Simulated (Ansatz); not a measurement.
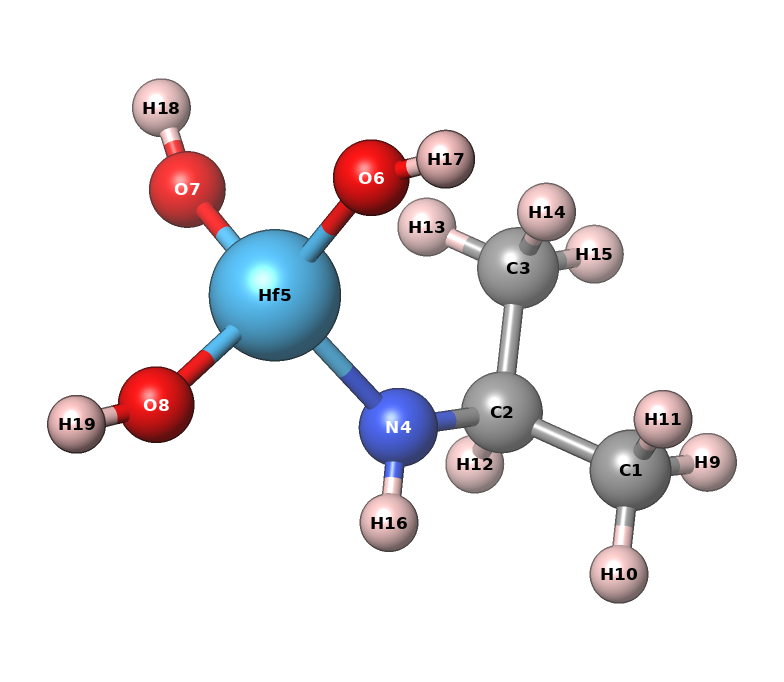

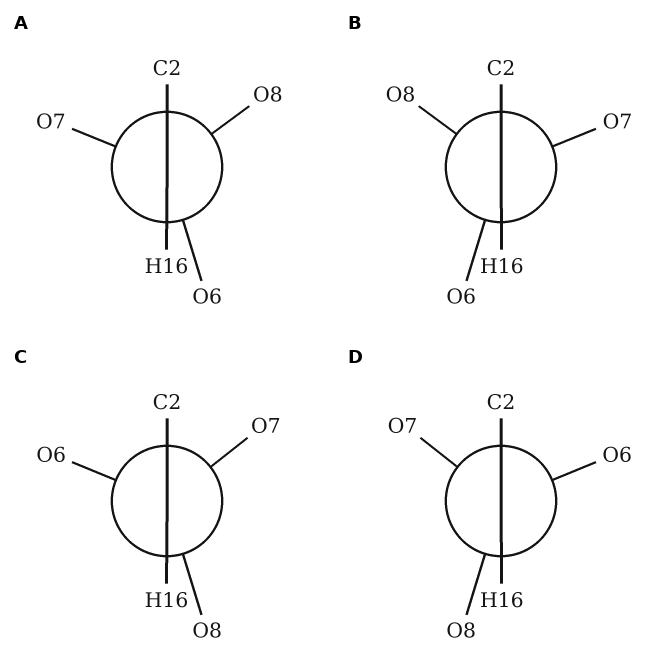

Atoms fade into the background with distance from the viewer. Bonds that would overlap in a projection are set slightly apart. Charge 0, singlet. The geometry was computed by an optimisation with PBE0-D4/def2-TZVP. No frequency run is at hand to confirm it as a minimum.

Which Newman projection shows the view along N4–Hf5, with N4 in front?

Answer. C. The torsion angle C2–N4–Hf5–O6 is −68°, synclinal (gauche).
